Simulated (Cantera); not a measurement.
Charge: 1 mol SiHCl₃, 0.0041 mol C₃H₈, 59 mol H₂, equilibrated at 1.33 mbar.

Method: chemical equilibrium by Gibbs-energy minimisation in Cantera with the NASA 1993 tables (ideal gas, pure condensed phases). Candidate condensed phases: C, C₆H₆, C₇H₈, C₈H₁₈, Si, SiC; 109 gas species. The tables' values for SiCl are old estimates; treat these amounts as uncertain. Gases not in the tables: Si₂H₆ and higher silanes. The numbers say what is thermodynamically allowed, not how fast it happens.

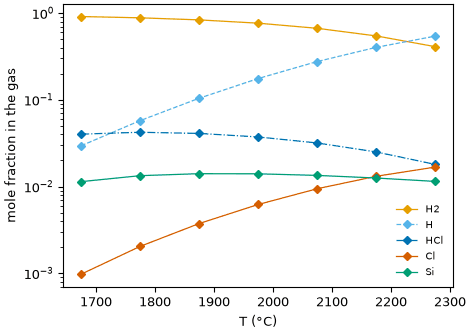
*Equilibrium gas composition (values under 1e-9 drawn at 1e-9)*

From 1675 °C to 2275 °C nothing is condensed. The main Si-bearing gas is Si throughout.
